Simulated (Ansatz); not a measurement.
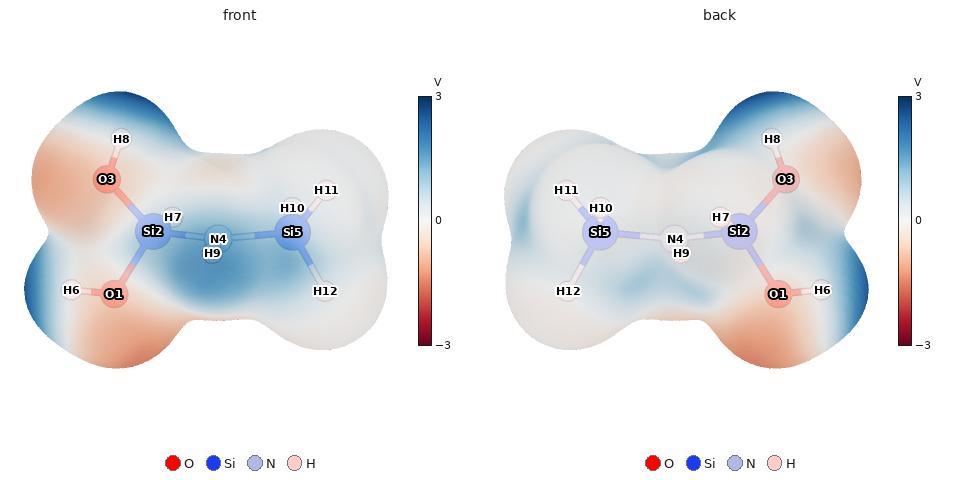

Figure. H7NO2Si2. The molecular electrostatic potential painted on the density surface at 0.002 e/bohr³, seen from the front and from behind; red is negative and blue positive.

Geometry: PBE0-D4/def2-TZVP.

The calculation used Ansatz 0.2.0, RKS PBE0-D4/def2-TZVPP.

The calculation's input:

```
crystal:
  periodic: [false, false, false]
  atoms:
    - {symbol: O, position_ang: [-1.167173, 1.751922, 1.101421]}
    - {symbol: Si, position_ang: [0.063702, 0.710818, 0.824579]}
    - {symbol: O, position_ang: [0.466150, 0.164472, 2.323097]}
    - {symbol: N, position_ang: [-0.464879, -0.509476, -0.247331]}
    - {symbol: Si, position_ang: [0.168640, -0.960993, -1.789812]}
    - {symbol: H, position_ang: [-1.187053, 2.159184, 1.968993]}
    - {symbol: H, position_ang: [1.229063, 1.354657, 0.175768]}
    - {symbol: H, position_ang: [1.182240, -0.468355, 2.387046]}
    - {symbol: H, position_ang: [-1.324155, -0.970708, 0.024603]}
    - {symbol: H, position_ang: [1.456894, -0.248367, -1.972657]}
    - {symbol: H, position_ang: [0.403954, -2.429385, -1.855357]}
    - {symbol: H, position_ang: [-0.750382, -0.608971, -2.906250]}
basis:
  gaussian: {orbitals: def2-TZVPP}
hamiltonian: {xc: pbe0, dispersion: d4}
output: {orbitals: {seedname: orbitals}}
```

Launched as:

```sh
ansatz run in.yaml --threads 4 --pin off --events-out ev --progress --plain --max-ram 10444MiB
```

Q: Describe the electrostatic potential map.

A: The most negative region (about −1.4 V) lies over O1, the most positive (about +2.6 V) over H8. O1 is the likeliest acceptor of a hydrogen bond.
